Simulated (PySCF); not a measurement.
| atom | x (Å) | y (Å) | z (Å) |
| --- | --- | --- | --- |
| F | -1.5740 | 1.6923 | 1.4577 |
| B | -0.7796 | 1.5534 | 0.3959 |
| F | -0.4358 | 2.7177 | -0.1665 |
| C | -0.7995 | 0.2143 | -0.4833 |
| C | -1.2653 | -1.0673 | 0.2535 |
| C | 0.0937 | -1.6216 | 0.0702 |
| C | 0.5923 | -0.4507 | -0.6947 |
| C | 1.7660 | 0.3213 | -0.0930 |
| Cl | 1.2190 | 1.0787 | 1.4246 |
| H | -1.3253 | 0.3883 | -1.4233 |
| H | -2.0686 | -1.6141 | -0.2485 |
| H | -1.5792 | -0.9159 | 1.2914 |
| H | 0.6137 | -2.4270 | 0.5484 |
| H | 0.8438 | -0.6555 | -1.7430 |
| H | 2.0899 | 1.1296 | -0.7487 |
| H | 2.6013 | -0.3347 | 0.1481 |

Geometry: GFN2-xTB.

Theory: UKS B3LYP, pcH-1 on B C Cl F H, non-relativistic, mean-field spin-orbit, GIAO in PySCF.

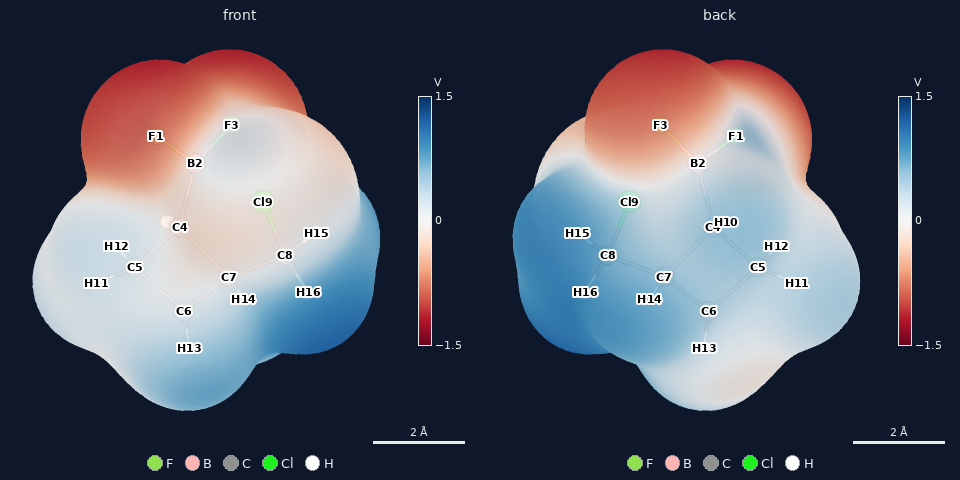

C5H7BClF2 (doublet). The electrostatic potential painted on the density surface at 0.001 e/bohr³, seen from the front and from behind; red is negative and blue positive.

### Describe the electrostatic potential map.

The most negative region (about −1.1 V) lies over F1 and F3, the most positive (about +1.2 V) over H16. Cl9 shows a σ-hole: about +0.2 V at the tip opposite its bond, against about −0.2 V on its flanks.
